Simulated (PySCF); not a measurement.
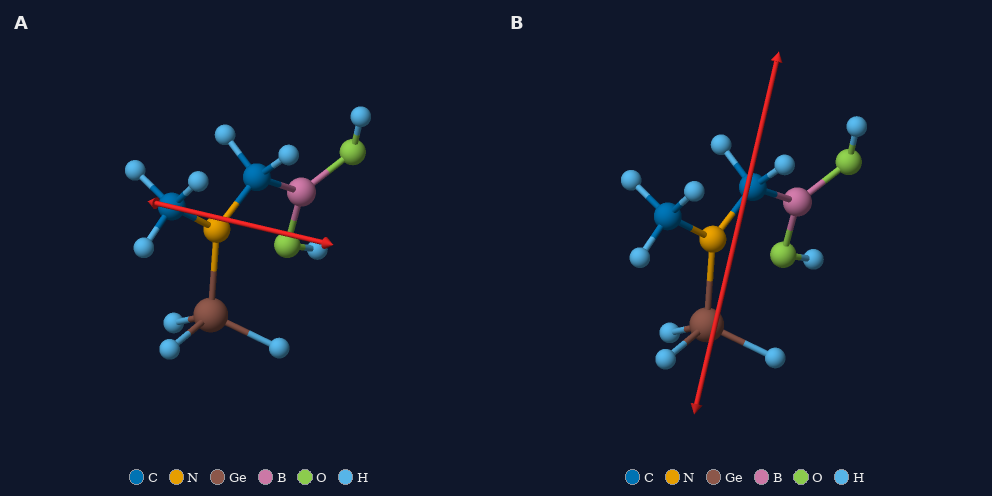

The double arrows show the directions of two transition dipoles from the ground state (lengths mean nothing). Computed geometry: PBE0-D3(BJ)/def2-SVP optimisation. No frequency run is at hand to confirm it as a minimum. Level of theory: TDDFT CAM-B3LYP/def2-SVPD, vertical, gas phase, core orbitals frozen in the response (PySCF 2.14.0).

> One belongs to singlet state 1 and one to singlet state 9. Which is which?

A: state 1, 5.19 eV (239 nm), oscillator strength 0.019, mainly HOMO → LUMO (weight 0.77).
B: state 9, 7.30 eV (170 nm), oscillator strength 0.033, of mixed character, with the largest part HOMO → LUMO+7 (weight 0.40).
